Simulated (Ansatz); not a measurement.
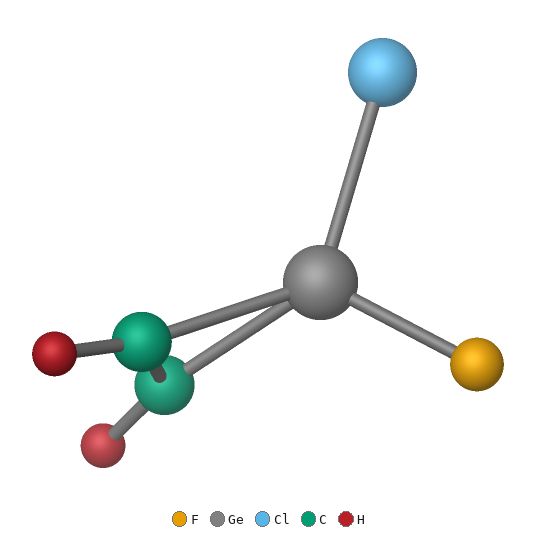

A ball-and-stick model of a molecule.

The geometry was computed by an optimisation with PBE0-D4/def2-TZVP.

Describe the molecule.

Formula C2H2ClFGe. SMILES: `[F][Ge]1([Cl])[CH]=[CH]1`. Among its groups: alkene. This geometry has Cs symmetry.

The parts below concern this one geometry. Atoms keep their numbers from picture to picture.

## Charges

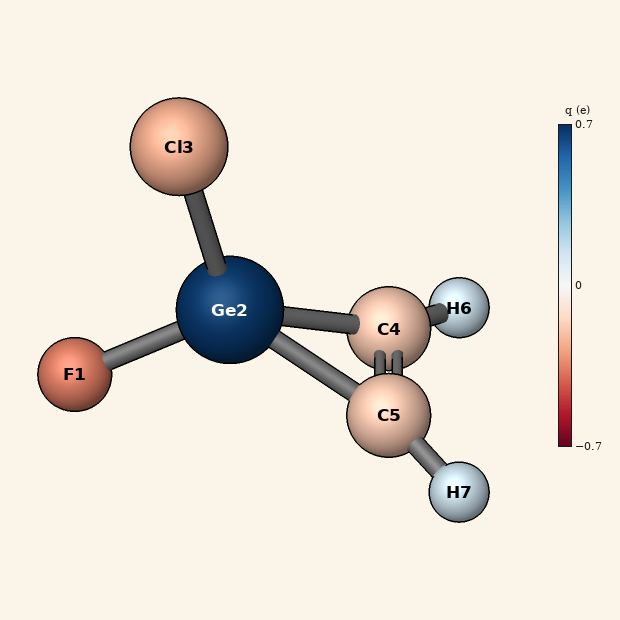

Atoms are coloured by their Mulliken charges. Level of theory: RKS B3LYP-D4/def2-TZVPP (Ansatz 0.2.0).

List the Mulliken charges.

```csv
atom,value (e)
F1,−0.35
Ge2,0.67
Cl3,−0.25
C4,−0.18
C5,−0.18
H6,0.14
H7,0.14
```

## Dipole moment

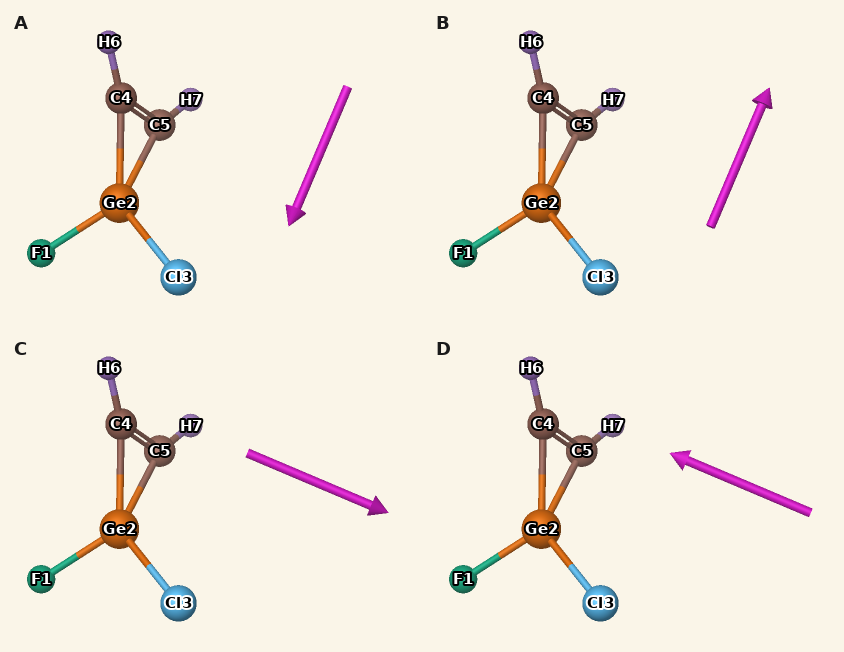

The same molecule four times, each with an arrow. Properties computed with RKS r2SCAN-D4/def2-TZVPP (Ansatz 0.2.0).

Which arrow points along the dipole moment, from the negative to the positive end?

B. The dipole moment is 2.53 D; it points from the side of F1 to the side of H6, H7 (the outermost atoms at the two ends).

## Vibrations

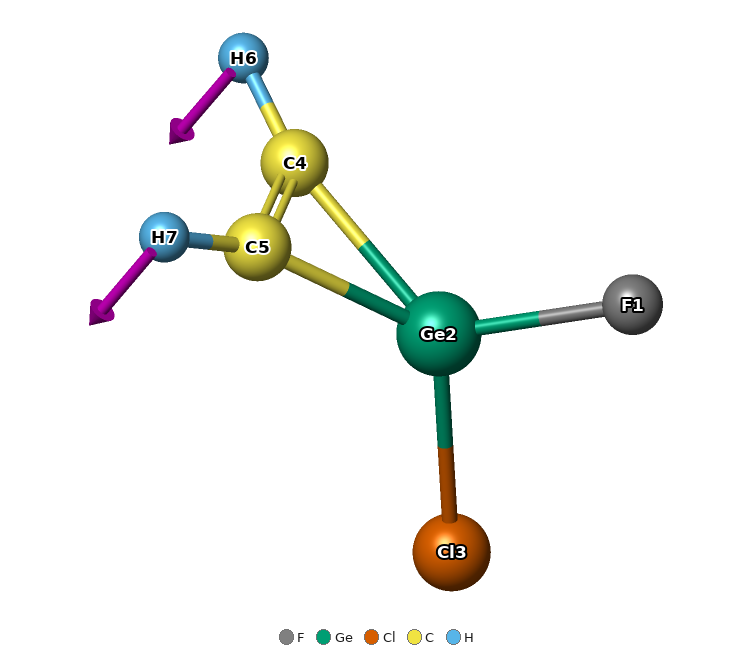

The arrows show one normal mode. Harmonic vibrations computed with RKS PBE0-D4/def2-TZVP (Ansatz 0.2.0) at a stationary point of the same level.

Describe the motion.

A torsion or out-of-plane motion in which bond lengths and bond angles hardly change.

At what wavenumber does it lie?

639 cm⁻¹; it is mode 6 of 15 counted from the lowest.

Mulliken values depend strongly on the basis set and can even reverse the polarity of a bond.
